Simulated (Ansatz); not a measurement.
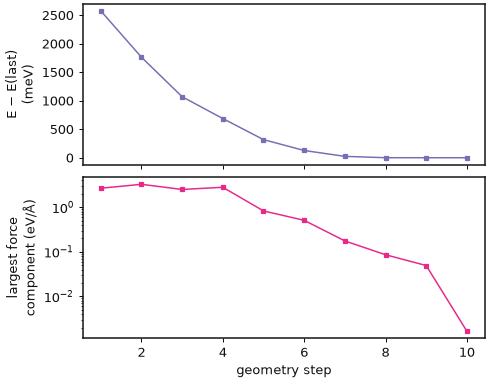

History of a geometry optimisation.

CH5Al; RKS PBE0-D4/def2-TZVP in Ansatz.

### How did it end, and what did it gain?

The optimisation met its thresholds at geometry 10, counting the start as the first. The energy fell by about 2600 meV from the first step to the last. The largest force component goes from about 2.7 eV/Å at the start to 1.7 × 10⁻³ eV/Å at the end.
